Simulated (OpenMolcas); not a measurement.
**How methods differ on S2O (SMILES O=S=S)**

The species is S2O (3 atoms), meant as a singlet with charge 0. SMILES: `O=S=S`. The coordinates come from a PBE0-D4/def2-TZVP relaxation.

```tsv
atom	x (Å)	y (Å)	z (Å)
O	0.4516	1.2040	0.4932
S	0.5291	-0.2055	0.1489
S	-0.9807	-0.9985	-0.6421
```

Quantity: the dipole moment, in D. The values are calculated.

**What was measured.** NIST CCCBDB gives the dipole moment of the gas as 1.47 D.

```csv
level,kind,program,value (D),computed − measured,CPU time
HF/def2-TZVP,Hartree–Fock,OpenMolcas,1.88,+0.41,11 s
PBE/def2-TZVP,GGA,OpenMolcas,1.34,-0.13,31 s
M06-L/def2-TZVP,meta-GGA,OpenMolcas,1.32,-0.15,40 s
TPSS/def2-TZVP,meta-GGA,OpenMolcas,1.33,-0.14,40 s
r2SCAN/def2-TZVP,meta-GGA,OpenMolcas,1.38,-0.09,41 s
B3LYP/def2-TZVP,global hybrid,OpenMolcas,1.54,+0.07,31 s
M06-2X/def2-TZVP,hybrid meta-GGA,OpenMolcas,1.65,+0.18,36 s
PBE0/def2-TZVP,global hybrid,OpenMolcas,1.49,+0.02,32 s
```

Nearest: PBE0/def2-TZVP (+0.02 D); farthest: HF/def2-TZVP (+0.41 D). The measured dipole is a vibrational average, so differences of a few hundredths of a debye mean little. Computed less measured by kind, in D (of the ab initio rows, those in def2-TZVP): Hartree–Fock +0.41; GGA -0.13; meta-GGA -0.15 to -0.09; global hybrid +0.02 to +0.18. Magnitudes only. Times are those of the runs behind each value, whatever else they computed, on shared processors of several kinds: orders of magnitude only.

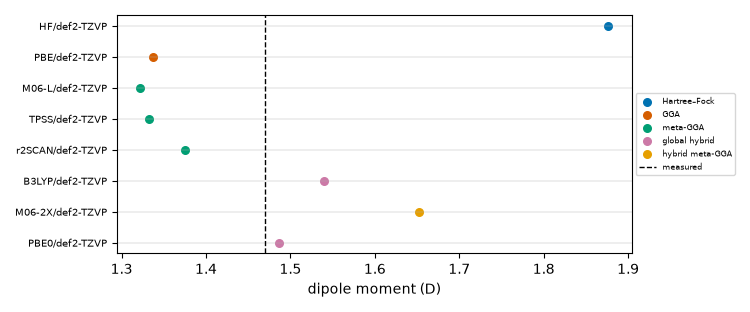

The values of the table, level by level.
